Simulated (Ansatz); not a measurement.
```
CELL_PARAMETERS angstrom
5.03463 0.00000 0.00000
0.00000 5.03463 0.00000
0.00000 0.00000 11.79720
ATOMIC_POSITIONS crystal
Mg 0.00000 0.00000 0.00000
Mg 0.50000 0.50000 0.50000
Tl 0.50000 0.00000 0.25000
Tl 0.00000 0.50000 0.75000
Tl 0.00000 0.50000 0.25000
Tl 0.50000 0.00000 0.75000
O 0.00000 0.00000 0.84372
O 0.50000 0.50000 0.34372
O 0.00000 0.00000 0.15628
O 0.50000 0.50000 0.65628
```

Space group I4/mmm; started from the ThCr2Si2_139 prototype, which need not be the ambient phase.

Method: DFT PBE, scalar-relativistic, plane waves, PAW in Ansatz 0.2.0.

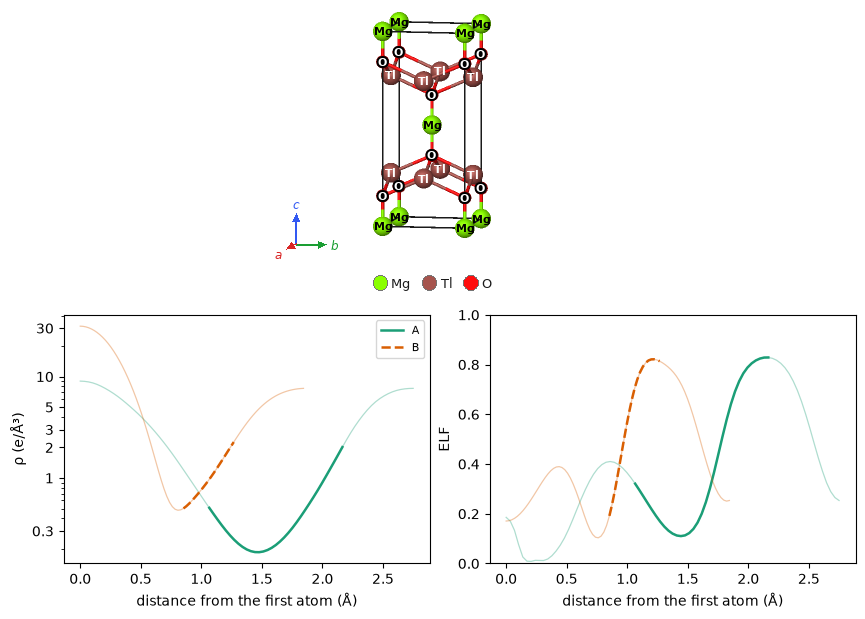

MgTl₂O₂. Valence pseudo-density and electron localisation function along straight lines between neighbouring atoms. Thin, pale parts lie inside the atomic spheres. The structure is drawn too.

Core electrons are frozen (PAW), and the valence fields are smoothed inside the atomic spheres.

**Which curve belongs to which contact (Mg–O and Tl–O)? The first atom named is at distance zero.**

Curve A: Tl–O (2.75 Å): ρ at the midpoint is about 0.2 e/Å³; the ELF is about 0.10 at the midpoint; no localised pair shows between them. Curve B: Mg–O (1.84 Å): the density is about 0.6 e/Å³ at the midpoint; the ELF peaks at about 0.80 in the valence shell of O, 0.6 Å from its nucleus, and is about 0.35 at the midpoint.
